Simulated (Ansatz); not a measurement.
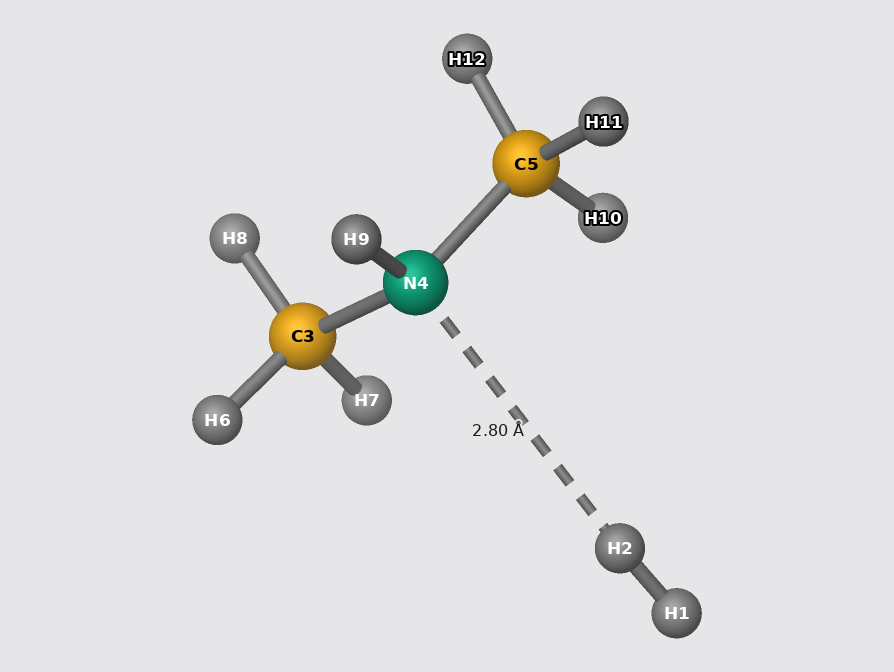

Two molecules or ions; the broken line marks their closest contact (measured against van der Waals radii). Geometry: a pair of rigid molecules at a changed separation. Program: Ansatz 0.2.0.

Which two species are they?

H2 and C2H7N (`CNC.[H][H]`).

Give the counterpoise-corrected interaction energy (kJ/mol, monomers kept as in the pair) with RHF-CCSD(T) (frozen core)/def2-TZVPPD; PBE0-D4/def2-TZVPPD; B3LYP-D4/def2-TZVPPD; r2SCAN-D4/def2-TZVPPD.

```tsv
level	interaction energy (kJ/mol)
RHF-CCSD(T) (frozen core)/def2-TZVPPD	−4.2
PBE0-D4/def2-TZVPPD	−5.4
B3LYP-D4/def2-TZVPPD	−4.7
r2SCAN-D4/def2-TZVPPD	−4.0
```
